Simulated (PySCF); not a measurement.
## Frequency calculation of RuNCl

- system: RuNCl, multiplicity 3
- method: UKS-based PBE0, Ru def2-TZVP with ECP28, N def2-TZVP, Cl def2-TZVP; non-relativistic Hamiltonian with a scalar-relativistic core potential; density fitting (PySCF 2.14.0)

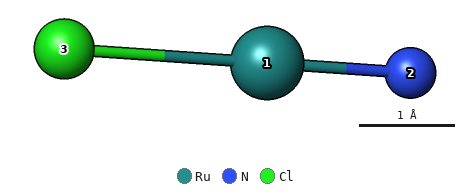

Fig. 1: The input geometry (ball-and-stick view, seen at a tilt; atoms are numbered from 1 in the order of the input). Sticks mark near contacts. Bond lengths as drawn: Cl–Ru 2.28 Å and N–Ru 1.61 Å.

## Summary

```csv
quantity,value
outcome,converged
total energy,−609.620749 hartree
⟨S²⟩,2.040
zero-point energy,0.003356 hartree
dipole moment,1.25 D
"wavenumbers, lowest and highest",165i and 1095 cm⁻¹
hardware,"4 threads of Arm Neoverse N1, 24 GiB of memory available, shared host"
wall time,42 s (CPU time 2.3 min)
peak memory,1 GiB
```

## The input
```python
from pyscf import gto, scf, dft
mol = gto.M(atom='''
Ru     0.000000    -0.000000    -0.379719
N      0.000000    -0.000000    -1.991187
Cl    -0.000000    -0.000000     1.903627''',
    basis={'Ru': 'def2-TZVP', 'N': 'def2-TZVP', 'Cl': 'def2-TZVP'},
    ecp={'Ru': 'def2-TZVP'},
    charge=0, spin=2)
mf = dft.UKS(mol, xc='PBE0')
mf.grids.atom_grid = (75, 302)
aux = {'Ru': 'def2-universal-JKFIT', 'N': 'def2-universal-JKFIT', 'Cl': 'def2-universal-JKFIT'}
mf = mf.density_fit(auxbasis=aux)
mf.conv_tol = 1e-09
mf.diis_space = 10
mf.max_cycle = 60
mf.verbose = 4
mf.kernel()
```

The script is an equivalent of the set-up of the self-consistent field. The run itself was carried out by a driver, which started from the orbitals of the step before it where there was one and computed the further properties.

Command:
```bash
OMP_NUM_THREADS=4 python axn.py task.json out
```

## Output
```
init E= -609.620748621394
  alpha nocc = 21  HOMO = -0.255034815245913  LUMO = -0.117636958102561
  beta  nocc = 19  HOMO = -0.31599141390656  LUMO = -0.155387525246321
  HOMO = -0.255034815246  LUMO = -0.155387525246  gap/eV = 2.71154
cycle= 1 E= -609.620748621333  delta_E= 6.09e-11  |g|= 1.56e-05  |ddm|= 2.39e-05
  alpha nocc = 21  HOMO = -0.255039340799009  LUMO = -0.117642086241582
  beta  nocc = 19  HOMO = -0.315999970763351  LUMO = -0.155395853752721
  HOMO = -0.255039340799  LUMO = -0.155395853753  gap/eV = 2.71144
cycle= 2 E= -609.620748620806  delta_E= 5.28e-10  |g|= 4.05e-05  |ddm|= 4.4e-05
  alpha nocc = 21  HOMO = -0.255037182596485  LUMO = -0.117639399856712
  beta  nocc = 19  HOMO = -0.315994345934315  LUMO = -0.155390410441633
  HOMO = -0.255037182596  LUMO = -0.155390410442  gap/eV = 2.71153
cycle= 3 E= -609.620748621368  delta_E= -5.62e-10  |g|= 1.51e-05  |ddm|= 2.97e-05
  alpha nocc = 21  HOMO = -0.255036481123906  LUMO = -0.117638783282633
  beta  nocc = 19  HOMO = -0.315994221638986  LUMO = -0.155390276401482
  HOMO = -0.255036481124  LUMO = -0.155390276401  gap/eV = 2.71151
cycle= 4 E= -609.620748621467  delta_E= -9.99e-11  |g|= 1.27e-06  |ddm|= 8.42e-06
  alpha nocc = 21  HOMO = -0.25503648947358  LUMO = -0.11763878102398
  beta  nocc = 19  HOMO = -0.31599425806482  LUMO = -0.155390320302559
  HOMO = -0.255036489474  LUMO = -0.155390320303  gap/eV = 2.71151
Extra cycle  E= -609.620748621474  delta_E= -6.93e-12  |g|= 1.14e-06  |ddm|= 3.14e-06
converged SCF energy = -609.620748621474  <S^2> = 2.0396212  2S+1 = 3.0262989
```

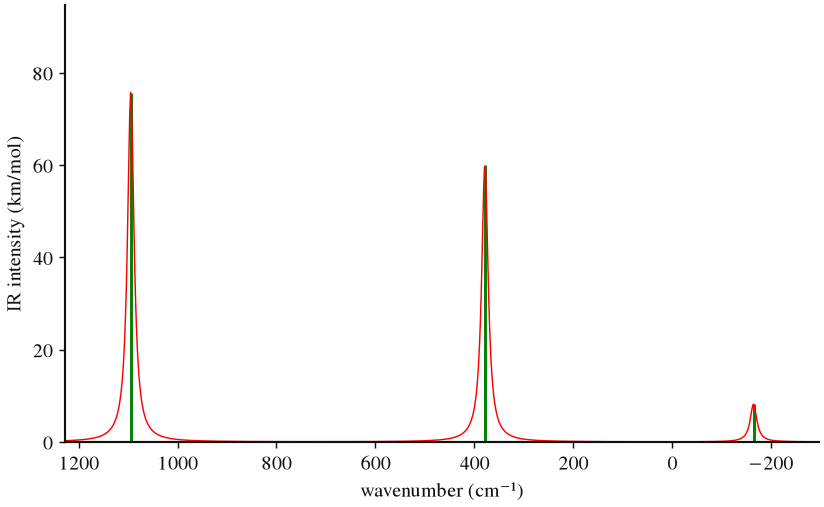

Fig. 2: Harmonic infrared spectrum, unscaled: sticks (degenerate modes added up, dark ones marked on the axis) with a Lorentzian envelope of 16 cm⁻¹ full width, scaled to the tallest stick; imaginary modes are drawn at negative wavenumbers. 4 modes from 165i to 1095 cm⁻¹, 2 imaginary beyond 8i (165i, 165i cm⁻¹): not a minimum. The strongest line is at 1095 cm⁻¹ (76 km/mol). All modes, in cm⁻¹ (km/mol): 165i (4.1), 165i (4.1), 378 (60), 1095 (76).

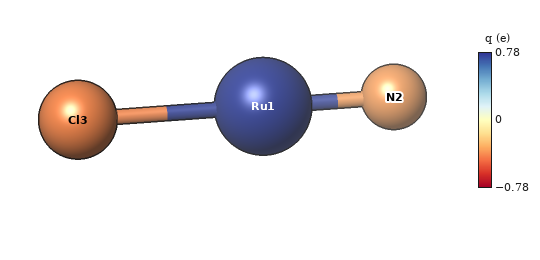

Fig. 3: Mulliken charges, as the colour of each atom (ball-and-stick view, seen at a tilt; atoms are numbered from 1 in the order of the input). By element: Ru +0.74, N −0.35 and Cl −0.39 e.
